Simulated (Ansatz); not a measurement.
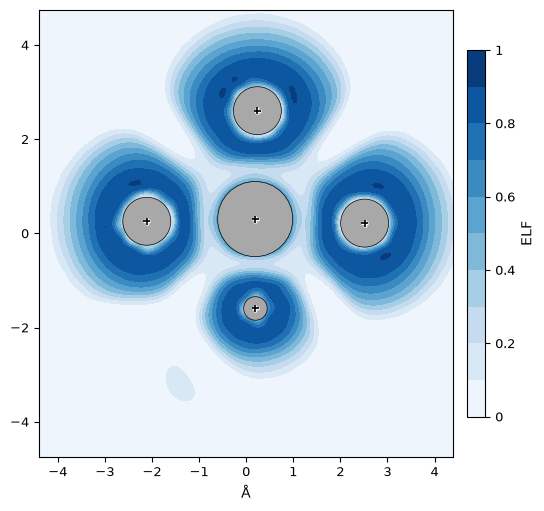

The ELF on a plane through atoms (crosses mark nuclei in the plane; grey discs cover the cores).

Computed with Ansatz 0.2.0, RKS PBE/def2-SVP.

Candidates:
A. F2H5HfNOSi
B. Cl5FW···H2O

> Which system is this?

Candidate B: Cl5FW···H2O on the plane of atoms Cl6, W1 and Cl7, which holds W, F and Cl. W–F (1.90 Å): the ELF peaks at about 0.85 in the valence shell of F, 0.5 Å from its nucleus, and drops to about 0.25 between the two atoms. W–Cl (2.30 Å): the ELF peaks at about 0.85 in the valence shell of Cl, 0.8 Å from its nucleus, and is about 0.35 at the midpoint.
